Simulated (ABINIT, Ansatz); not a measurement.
**AlSbTe3 (Pm-3m): zone-centre phonons**

Aim: the zone-centre modes of AlSbTe3 (Pm-3m).

Method: DFT LDA, scalar-relativistic, plane waves, HGH norm-conserving pseudopotentials, in ABINIT 10.8.3.

The structure was built from a prototype and need not be the compound's stable phase.

## Step 1: The starting structure

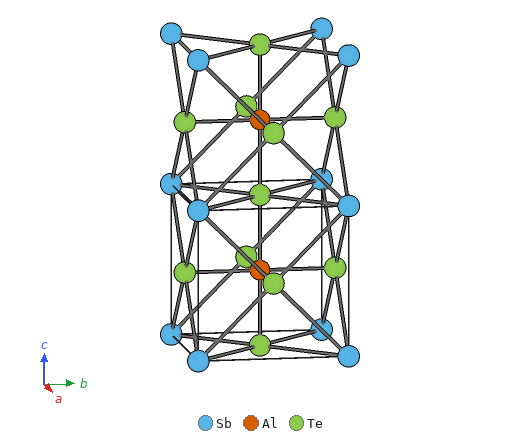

The cell as given, slightly off an axis (antimony blue, aluminium orange, tellurium green). 1×1×2 cells are drawn. Some periodic images of atoms are drawn too.

As a file:

```cif
data_structure
_symmetry_space_group_name_H-M 'Pm-3m'
_symmetry_Int_Tables_number 221
_cell_length_a 5.1812
_cell_length_b 5.1812
_cell_length_c 5.1812
_cell_angle_alpha 90.000
_cell_angle_beta 90.000
_cell_angle_gamma 90.000
_cell_volume 139.09
loop_
_atom_site_label
_atom_site_type_symbol
_atom_site_symmetry_multiplicity
_atom_site_Wyckoff_symbol
_atom_site_fract_x
_atom_site_fract_y
_atom_site_fract_z
_atom_site_occupancy
Sb1 Sb 1 a 0.00000 0.00000 0.00000 1
Al1 Al 1 b 0.50000 0.50000 0.50000 1
Te1 Te 3 c 0.50000 0.50000 0.00000 1
```

## Step 2: Relaxing the cell and atoms

The harmonic expansion needs vanishing forces, and a free crystal bears no stress, so cell and atoms are brought to rest. Stress is more sensitive to the basis than forces are: the last 3 Ha under the cutoff are smoothed with ecutsm, and the cutoff is raised above that of the later runs.

The starting cell comes from a relaxation made beforehand in Ansatz (LDA, PseudoDojo NC).

relax.abi

```
# relaxation
ionmov 2
optcell 2
dilatmx 1.08
ntime 40
tolmxf 1.0d-05
tolvrs 1.0d-14
prtwf 0
prtden 0
chksymtnons 0

# basis, mesh and filling
ecut 26.0
ecutsm 3.0
ixc 7
ngkpt 4 4 4
nshiftk 1
shiftk 0.0 0.0 0.0
istwfk *1
occopt 7
tsmear 0.01
nband 20
nstep 100
diemac 1000000.0
prtebands 0
prtgsr 0

# cell and atoms
acell 9.790999766 9.790999766 9.790999766
rprim 
    1.0 0.0 0.0
    0.0 1.0 0.0
    0.0 0.0 1.0
ntypat 3
znucl 51 13 52
natom 5
typat 1 2 3 3 3
xred 
    0.0 0.0 0.0
    0.5 0.5 0.5
    0.5 0.5 0.0
    0.5 0.0 0.5
    0.0 0.5 0.5
pp_dirpath "./pseudo"
pseudos "Sb.hgh, Al.hgh, Te.hgh"
```

On the command line:

```
OMP_NUM_THREADS=1 mpirun -n 4 abinit relax.abi > relax.log
```

Numbers of over 12 decimals in the logs are rounded to 6 here.

relax.abo, the main output file:

```text
[banners, grids, parts of the stress and lines that vanish by symmetry left out]
- input  file    -> relax.abi
- output file    -> relax.abo
- root for input  files -> relaxi
[...]
Symmetries : space group Pm -3 m (#221); Bravais cP (primitive cubic)
[...]
mpw =        7568          nfft =      125000          nkpt =          10
[...]
== DATASET  1 ==================================================================
[...]
cutoff_energies: {ecut:  26.0, pawecutdg:  -1.0, }
[...]
Exchange-correlation functional for the present dataset will be:
  LDA: Perdew-Wang 92 LSD fit to Ceperley-Alder data - ixc=7
[...]
ETOT  1  -32.280963270965    -3.228E+01 6.306E-02 7.949E+02
 ETOT  2  -32.360308561543    -7.935E-02 3.595E-03 2.277E+02
 ETOT  3  -32.389363416958    -2.905E-02 3.430E-03 1.463E+01
 ETOT  4  -32.391423068693    -2.060E-03 1.175E-03 9.230E-02
 ETOT  5  -32.391436624524    -1.356E-05 1.016E-03 3.770E-04
[...]
At SCF step   13       vres2   =  3.18E-17 < tolvrs=  1.00E-14 =>converged.
[...]
sigma(1 1)= -2.01683456E-05  sigma(3 2)=  0.00000000E+00
  sigma(2 2)= -2.01683456E-05  sigma(3 1)=  0.00000000E+00
  sigma(3 3)= -2.01683456E-05  sigma(2 1)=  0.00000000E+00
[...]
convergence: {deltae: -7.390E-13, res2:  3.181E-17, residm:  5.081E-05, diffor: null, }
etotal    :  -3.23914367E+01
[...]
ETOT  1  -32.391448133151    -3.239E+01 2.819E-05 1.789E-01
[...]
At SCF step    9       vres2   =  1.77E-15 < tolvrs=  1.00E-14 =>converged.
[...]
sigma(1 1)= -1.66687445E-05  sigma(3 2)=  0.00000000E+00
  sigma(2 2)= -1.66687445E-05  sigma(3 1)=  0.00000000E+00
  sigma(3 3)= -1.66687445E-05  sigma(2 1)=  0.00000000E+00
[...]
convergence: {deltae: -8.242E-13, res2:  1.766E-15, residm:  4.503E-06, diffor: null, }
etotal    :  -3.23914681E+01
[...]
ETOT  1  -32.391065272166    -3.239E+01 9.903E-06 4.209E+00
[...]
At SCF step   10       vres2   =  2.71E-16 < tolvrs=  1.00E-14 =>converged.
[...]
sigma(1 1)= -2.50689885E-07  sigma(3 2)=  0.00000000E+00
  sigma(2 2)= -2.50689885E-07  sigma(3 1)=  0.00000000E+00
  sigma(3 3)= -2.50689885E-07  sigma(2 1)=  0.00000000E+00
[...]
convergence: {deltae:  4.547E-13, res2:  2.707E-16, residm:  4.408E-07, diffor: null, }
etotal    :  -3.23915372E+01
[...]
ETOT  1  -32.391537086494    -3.239E+01 3.183E-07 9.943E-04
[...]
ETOT  7  -32.391537198127    -2.345E-13 2.981E-08 1.065E-14
 ETOT  8  -32.391537198126     4.405E-13 8.338E-08 2.369E-16
 At SCF step    8       vres2   =  2.37E-16 < tolvrs=  1.00E-14 =>converged.
[...]
sigma(1 1)= -3.21975864E-09  sigma(3 2)=  0.00000000E+00
  sigma(2 2)= -3.21975863E-09  sigma(3 1)=  0.00000000E+00
  sigma(3 3)= -3.21975863E-09  sigma(2 1)=  0.00000000E+00
[...]
convergence: {deltae:  4.405E-13, res2:  2.369E-16, residm:  8.338E-08, diffor: null, }
etotal    :  -3.23915372E+01
[...]
At Broyd/MD step   4, gradients are converged :
[...]
sigma(1 1)= -3.21975864E-09  sigma(3 2)=  0.00000000E+00
  sigma(2 2)= -3.21975863E-09  sigma(3 1)=  0.00000000E+00
  sigma(3 3)= -3.21975863E-09  sigma(2 1)=  0.00000000E+00
[...]
- sigma(1 1)= -9.47285696E-05  sigma(3 2)=  0.00000000E+00
- sigma(2 2)= -9.47285695E-05  sigma(3 1)=  0.00000000E+00
- sigma(3 3)= -9.47285695E-05  sigma(2 1)=  0.00000000E+00
[...]
fcart     -0.0000000000E+00 -0.0000000000E+00 -0.0000000000E+00
           strten     -3.2197586385E-09 -3.2197586333E-09 -3.2197586325E-09
================================================================================

[key lines of the parts left out:]
pressure_GPa:   9.4729E-05
Total energy (etotal) [Ha]= -3.23915371981263E+01
```

Wall time 2 min (4 MPI ranks of Intel Xeon at 2.70GHz, shared host).

The steps of the relaxation:

```tsv
step	energy less that of the first step (eV)	largest force (eV/Å)	volume (Å³)
1	0.0000	0.0000	139.09
2	-0.0009	0.0000	139.34
3	-0.0027	0.0000	140.56
4	-0.0027	0.0000	140.58
```

```tsv
conventional cell, symmetrised	before	after	change
a (Å)	5.181	5.200	+0.4 %
b (Å)	5.181	5.200	+0.4 %
c (Å)	5.181	5.200	+0.4 %
volume (Å³/atom)	27.82	28.12	+1.1 %
```

Final coordinates:

```xyz
5
Lattice="5.1996 0.0000 0.0000 0.0000 5.1996 0.0000 0.0000 0.0000 5.1996" Properties=species:S:1:pos:R:3 pbc="T T T"
Sb    0.0000    0.0000    0.0000
Al    2.5998    2.5998    2.5998
Te    2.5998    2.5998    0.0000
Te    2.5998    0.0000    2.5998
Te    0.0000    2.5998    2.5998
```

Read from the output:

| Item | Value |
| --- | --- |
| volume per atom | 28.12 Å³ |
| pressure | 9.47e-5 GPa |
| gap on the k-mesh | 0 eV |

The volume changes by +1.1 % from the cell with which this run began.

## Step 3: Self-consistent run for the response

The response is built on these wavefunctions, so the potential is converged far more tightly than an energy would need. Occupations are smeared.

gs.abi

```
# ground state
tolvrs 1.0d-16
prtden 1
prtwf 1

# basis, mesh and filling
ecut 20.0
ixc 7
ngkpt 4 4 4
nshiftk 1
shiftk 0.0 0.0 0.0
istwfk *1
occopt 7
tsmear 0.01
nband 20
nstep 100
diemac 1000000.0
prtebands 0
prtgsr 0

# cell and atoms
acell 9.825877485 9.825877485 9.825877485
rprim 
    1.0 0.0 0.0
    0.0 1.0 0.0
    0.0 0.0 1.0
ntypat 3
znucl 51 13 52
natom 5
typat 1 2 3 3 3
xred 
    0.0 0.0 0.0
    0.5 0.5 0.5
    0.5 0.5 0.0
    0.5 0.0 0.5
    0.0 0.5 0.5
pp_dirpath "./pseudo"
pseudos "Sb.hgh, Al.hgh, Te.hgh"
```

On the command line:

```
OMP_NUM_THREADS=1 mpirun -n 4 abinit gs.abi > gs.log
```

gs.abo, the main output file:

```text
[banners, grids, parts of the stress and lines that vanish by symmetry left out]
- input  file    -> gs.abi
- output file    -> gs.abo
- root for input  files -> gsi
[...]
Symmetries : space group Pm -3 m (#221); Bravais cP (primitive cubic)
[...]
mpw =        4076          nfft =       64000          nkpt =          10
[...]
== DATASET  1 ==================================================================
[...]
cutoff_energies: {ecut:  20.0, pawecutdg:  -1.0, }
[...]
Exchange-correlation functional for the present dataset will be:
  LDA: Perdew-Wang 92 LSD fit to Ceperley-Alder data - ixc=7
[...]
ETOT  1  -32.283117709778    -3.228E+01 4.367E-02 4.042E+02
 ETOT  2  -32.358734231884    -7.562E-02 4.007E-03 1.191E+02
 ETOT  3  -32.388490889845    -2.976E-02 1.715E-03 8.134E+00
 ETOT  4  -32.390738829620    -2.248E-03 3.971E-04 4.981E-02
 ETOT  5  -32.390753150778    -1.432E-05 9.214E-04 1.842E-04
[...]
ETOT 12  -32.390753193252    -3.553E-14 4.849E-05 9.282E-16
 ETOT 13  -32.390753193252     0.000E+00 9.449E-05 1.004E-17
 At SCF step   13       vres2   =  1.00E-17 < tolvrs=  1.00E-16 =>converged.
[...]
sigma(1 1)=  4.59754494E-06  sigma(3 2)=  0.00000000E+00
  sigma(2 2)=  4.59754494E-06  sigma(3 1)=  0.00000000E+00
  sigma(3 3)=  4.59754494E-06  sigma(2 1)=  0.00000000E+00
[...]
convergence: {deltae:  0.000E+00, res2:  1.004E-17, residm:  9.449E-05, diffor: null, }
etotal    :  -3.23907532E+01
[...]
sigma(1 1)=  4.59754494E-06  sigma(3 2)=  0.00000000E+00
  sigma(2 2)=  4.59754494E-06  sigma(3 1)=  0.00000000E+00
  sigma(3 3)=  4.59754494E-06  sigma(2 1)=  0.00000000E+00
[...]
- sigma(1 1)=  1.35264442E-01  sigma(3 2)=  0.00000000E+00
- sigma(2 2)=  1.35264442E-01  sigma(3 1)=  0.00000000E+00
- sigma(3 3)=  1.35264442E-01  sigma(2 1)=  0.00000000E+00
[...]
fcart     -0.0000000000E+00 -0.0000000000E+00 -0.0000000000E+00
           strten      4.5975449406E-06  4.5975449406E-06  4.5975449406E-06
================================================================================

[key lines of the parts left out:]
pressure_GPa:  -1.3526E-01
```

Wall time 22 s (4 MPI ranks); 86 s of CPU time.

Read from the output:

```yaml
pressure: -0.1353 GPa
```

The cell stands at -0.14 GPa: the relaxation ran with a smoothed and higher cutoff, and the difference is a stress of the finite basis.

[end of part 1 of 5]

[Host names and launcher messages were left out of these logs when they were recorded.]

[Logs are printed without paths, hosts, clocks, repeated set-up lines and the standing remarks that a program may print on its own settings, such as how far it seeks lower states.]

[Hosts, paths, dates, database ids (printed as entryN), source tags and the programs' standing remarks are cut or masked in the printed files.]
